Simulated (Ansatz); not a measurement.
The starting structures come from a database of crystals and need not be the phases stable at ambient conditions.

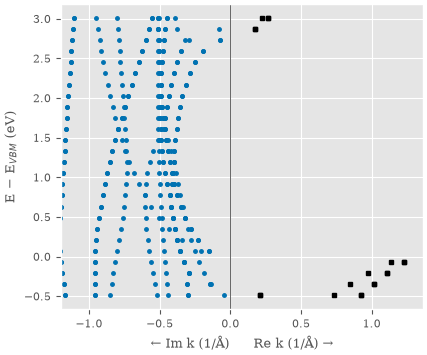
*Complex bands at the centre of the two-dimensional zone; r2SCAN (Ansatz, an electronic-structure program)*

The gap is the functional's own, uncorrected, and κ follows it; spin-orbit coupling is left out. Mid-gap means the computed energy nearest the middle.

Task: This is BaTiO₃ (R3m, 5 atoms a cell, 13.1 Å³ an atom, -2 GPa at this level) along the normal of (001). Read off the slowest decay at the centre of the two-dimensional zone at 1.33 eV, the computed energy nearest the middle of the gap.

Result: κ ≈ 0.39 1/Å, a decay length 1/(2κ) of the density of 1.3 Å.
